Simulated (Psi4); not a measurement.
**One shape, several levels: SiH2SF (SMILES F[SiH2][S])**

We compute a comparison of 4 runs (UB2PLYP/6-31G*, UB2PLYP-VV10/6-311G, UB2PLYP/6-311G) of SiH2SF. 

Program for the calculation: Psi4 1.11.

2 further runs of the same task are left out: 2 set aside as unsound or not needed.

## (1) The molecule

SiH2SF: 5 atoms, total charge 0, spin state doublet. As SMILES, `F[SiH2][S]`. The coordinates come from a PBE0-D4/def2-TZVP relaxation.

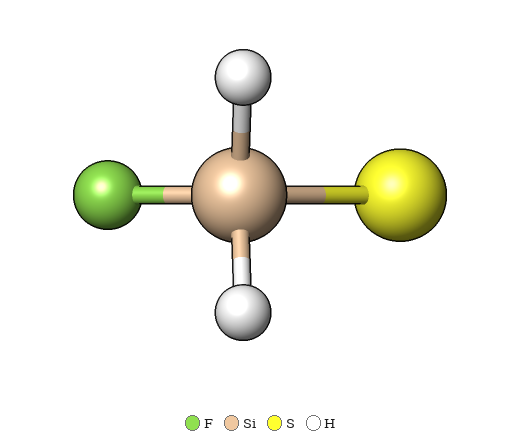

Viewed from a chosen angle; fluorine green, silicon light orange, sulfur yellow, hydrogen white.

## (2) The energy at UB2PLYP/6-31G(d) (density fitting for correlation, spherical functions) (run 1)

The input, job.py:

```python
import psi4

psi4.set_memory('1600 MB')
psi4.set_num_threads(1)
psi4.core.set_output_file('output.dat', False)

molecule = psi4.geometry("""
0 2
F
Si 1 1.595634
S 2 2.098544 1 114.00783
H 2 1.481782 1 107.41437 3 -118.89787
H 2 1.481723 4 113.30063 1 118.46431
units angstrom
symmetry c1
no_reorient
no_com
""")

options = {'basis': '6-31G*', 'reference': 'uks', 'puream': True, 'e_convergence': 1e-09, 'd_convergence': 1e-08, 'scf_type': 'pk', 'dft_radial_points': 99, 'dft_spherical_points': 590, 'num_frozen_docc': 11, 'maxiter': 200}
psi4.set_options(options)

E, wfn = psi4.energy('b2plyp', molecule=molecule, return_wfn=True)
print(f'total energy {E:.8f} hartree = {E * 27.211386:.5f} eV')
```

Started as:

```
python job.py
```

output.dat:

```text
[...]
  Running in c1 symmetry.
[...]
  Nuclear repulsion =  142.643692363830155
[...]
  Multiplicity = 2
[...]
  Nalpha       = 21
  Nbeta        = 20
[...]
    Number of basis functions: 54
[...]
   @UKS iter   1:  -788.20499682613445   -5.17659e-01   6.28563e-03 DIIS/ADIIS
[...]
   @UKS iter  12:  -788.25974368547998   -2.95586e-12   6.05147e-09 DIIS
[...]
   @S^2 Observed:                7.542709724E-01
[...]
  @UKS Final Energy:  -788.25974368547998
   => Energetics <=
    Nuclear Repulsion Energy =            142.6436923638301550
    One-Electron Energy =               -1375.6247920559781051
    Two-Electron Energy =                 472.3494583289349293
    DFT Exchange-Correlation Energy =     -27.6281023222670612
    Empirical Dispersion Energy =           0.0000000000000000
    VV10 Nonlocal Energy =                  0.0000000000000000
    Total Energy =                       -788.2597436854799753
[...]
 Multipole Moments:
 ------------------------------------------------------------------------------------
     Multipole            Electronic (a.u.)      Nuclear  (a.u.)        Total (a.u.)
 ------------------------------------------------------------------------------------
 L = 1.  Multiply by 2.5417464519 to convert [e a0] to [Debye]
 Dipole X            :          0.0001777           -0.0001116            0.0000661
 Dipole Y            :         -1.5496279            1.9555866            0.4059587
 Dipole Z            :         -2.0458989            2.3849411            0.3390422
 Magnitude           :                                                    0.5289159
[...]
```

On the terminal:

```text
total energy -788.37381980 hartree = -21452.74432 eV
```

It took 6.9 s on 1 thread of INTEL XEON PLATINUM 8581C at 2.30GHz (Emerald Rapids), shared host; peak memory 0.6 GiB.

## (3) A single-point energy at UB2PLYP-VV10/6-311G (Cholesky decomposition, density fitting for correlation) (run 2)

The input, calc.dat:

```
memory 1600 mb

molecule molecule1 {
  0 2
  F
  Si 1 r2
  S 2 r3 1 a3
  H 2 r4 1 a4 3 d4
  H 2 r5 4 a5 1 d5

  r2 = 1.595634
  r3 = 2.098544
  a3 = 114.00783
  r4 = 1.481782
  a4 = 107.41437
  d4 = -118.89787
  r5 = 1.481723
  a5 = 113.30063
  d5 = 118.46431
  units angstrom
  symmetry c1
  no_reorient
  no_com
}

set globals {
  basis 6-311G
  reference uks
  scf_type cd
  freeze_core true
}

energy('b2plyp-nl')
```

Started as:

```
psi4 calc.dat calc.out -n 1
```

calc.out:

```text
[...]
  Running in c1 symmetry.
[...]
  Nuclear repulsion =  142.643692363830155
[...]
  Multiplicity = 2
[...]
  Nalpha       = 21
  Nbeta        = 20
[...]
    Number of basis functions: 61
[...]
   @UKS iter   1:  -788.05638909497202   -4.05036e-01   8.27217e-03 ADIIS/DIIS
[...]
   @UKS iter   9:  -788.12676136535913   -4.08605e-08   5.31434e-07 DIIS
[...]
   @S^2 Observed:                7.525270638E-01
[...]
  @UKS Final Energy:  -788.12676136535913
   => Energetics <=
    Nuclear Repulsion Energy =            142.6436923638301550
    One-Electron Energy =               -1374.8845146632982051
    Two-Electron Energy =                 471.6195378842332957
    DFT Exchange-Correlation Energy =     -27.6235149366269006
    Empirical Dispersion Energy =           0.0000000000000000
    VV10 Nonlocal Energy =                  0.1180379865024686
    Total Energy =                       -788.1267613653592434
[...]
 Multipole Moments:
 ------------------------------------------------------------------------------------
     Multipole            Electronic (a.u.)      Nuclear  (a.u.)        Total (a.u.)
 ------------------------------------------------------------------------------------
 L = 1.  Multiply by 2.5417464519 to convert [e a0] to [Debye]
 Dipole X            :          0.0001672           -0.0001116            0.0000556
 Dipole Y            :         -1.3836566            1.9555866            0.5719300
 Dipole Z            :         -1.7548852            2.3849411            0.6300559
 Magnitude           :                                                    0.8509256
[...]
```

Run time: 24 s. Hardware: 1 thread of INTEL XEON PLATINUM 8581C at 2.30GHz (Emerald Rapids), shared host; peak memory 0.35 GiB.

Run 3 isn't shown in full; the table further down has it.

## (4) A single-point energy at UB2PLYP/6-311G (density fitting for correlation) (run 4)

The input, job.py:

```python
import psi4

psi4.set_memory('1600 MB')
psi4.set_num_threads(1)
psi4.core.set_output_file('output.dat', False)

geom = psi4.geometry("""
0 2
F
Si 1 1.595634
S 2 2.098544 1 114.00783
H 2 1.481782 1 107.41437 3 -118.89787
H 2 1.481723 4 113.30063 1 118.46431
symmetry c1
no_reorient
no_com
""")

psi4.set_options(dict(basis='6-311G', reference='uks', scf_type='pk', freeze_core=True))

e_tot = psi4.energy('b2plyp')
print('E =', round(e_tot, 9))
for k, v in sorted(psi4.core.scalar_variables().items()):
    print(f'{k:45s} {v:18.10f}')
```

Started as:

```
python job.py
```

output.dat:

```text
[...]
  Running in c1 symmetry.
[...]
  Nuclear repulsion =  142.643692363830155
[...]
  Multiplicity = 2
[...]
  Nalpha       = 21
  Nbeta        = 20
[...]
    Number of basis functions: 61
[...]
   @UKS iter   1:  -788.17407794774829   -4.06612e-01   8.29245e-03 ADIIS/DIIS
[...]
   @UKS iter   9:  -788.24477045032586   -4.03804e-08   5.27540e-07 DIIS
[...]
   @S^2 Observed:                7.525162423E-01
[...]
  @UKS Final Energy:  -788.24477045032586
   => Energetics <=
    Nuclear Repulsion Energy =            142.6436923638301550
    One-Electron Energy =               -1374.9019700754699898
    Two-Electron Energy =                 471.6382305448652801
    DFT Exchange-Correlation Energy =     -27.6247232835512442
    Empirical Dispersion Energy =           0.0000000000000000
    VV10 Nonlocal Energy =                  0.0000000000000000
    Total Energy =                       -788.2447704503258592
[...]
 Multipole Moments:
 ------------------------------------------------------------------------------------
     Multipole            Electronic (a.u.)      Nuclear  (a.u.)        Total (a.u.)
 ------------------------------------------------------------------------------------
 L = 1.  Multiply by 2.5417464519 to convert [e a0] to [Debye]
 Dipole X            :          0.0001674           -0.0001116            0.0000558
 Dipole Y            :         -1.3851250            1.9555866            0.5704616
 Dipole Z            :         -1.7551124            2.3849411            0.6298287
 Magnitude           :                                                    0.8497709
[...]
```

Standard output:

```text
E = -788.323900502
B2PLYP DOUBLE-HYBRID CORRECTION ENERGY             -0.0791300521
B2PLYP TOTAL ENERGY                              -788.3239005024
CURRENT ENERGY                                   -788.3239005024
CURRENT REFERENCE ENERGY                         -788.2447704503
DD SOLVATION ENERGY                                 0.0000000000
DFT FUNCTIONAL TOTAL ENERGY                      -788.2447704503
DFT TOTAL ENERGY                                 -788.3239005024
DFT VV10 ENERGY                                     0.0000000000
DFT XC ENERGY                                     -27.6247232836
DOUBLE-HYBRID CORRECTION ENERGY                    -0.0791300521
GRID ELECTRONS ALPHA                               20.9999754741
GRID ELECTRONS BETA                                19.9999751640
GRID ELECTRONS TOTAL                               40.9999506381
NUCLEAR REPULSION ENERGY                          142.6436923638
ONE-ELECTRON ENERGY                             -1374.9019700755
PCM POLARIZATION ENERGY                             0.0000000000
PE ENERGY                                           0.0000000000
SCF ITERATION ENERGY                             -788.2447704503
SCF ITERATIONS                                      9.0000000000
SCF TOTAL ENERGY                                 -788.2447704503
TWO-ELECTRON ENERGY                               471.6382305449
XC GRID RADIAL POINTS                              75.0000000000
XC GRID SPHERICAL POINTS                          302.0000000000
XC GRID TOTAL POINTS                           108704.0000000000
```

Run time: 2.9 s. Hardware: 1 thread of INTEL XEON PLATINUM 8581C at 2.30GHz (Emerald Rapids), shared host; peak memory 0.36 GiB.

## (5) All runs side by side

| run | level | integrals | integral approximation | energy (Eh) | HOMO energy (eV) | LUMO energy (eV) | ⟨S²⟩ | wall time |
| --- | --- | --- | --- | --- | --- | --- | --- | --- |
| 1 | UB2PLYP/6-31G* (density fitting for correlation, spherical functions) | pk | none | -788.373820 | -8.83 | -3.28 | 0.754 | 6.9 s |
| 2 | UB2PLYP-VV10/6-311G (Cholesky decomposition, density fitting for correlation) | cd | Cholesky | -788.205957 | -9.01 | -3.57 | 0.753 | 24 s |
| 3 | UB2PLYP-VV10/6-311G (density fitting for correlation) | pk | none | -788.205931 | -9.01 | -3.57 | 0.753 | 24 s |
| 4 | UB2PLYP/6-311G (density fitting for correlation) | pk | none | -788.323901 | -9.06 | -3.62 | 0.753 | 2.9 s |

## (6) What came out

| quantity | value |
| --- | --- |
| run 4: total energy | -788.32390 Eh |
| run 4: HOMO energy (SCF part's orbitals) (highest over α and β) | -9.06 eV |
| run 4: LUMO energy (SCF part's orbitals) (lowest over α and β) | -3.62 eV |
| run 4: ⟨S²⟩ | 0.753 |

All runs together took 58 s, the longest 24 s.
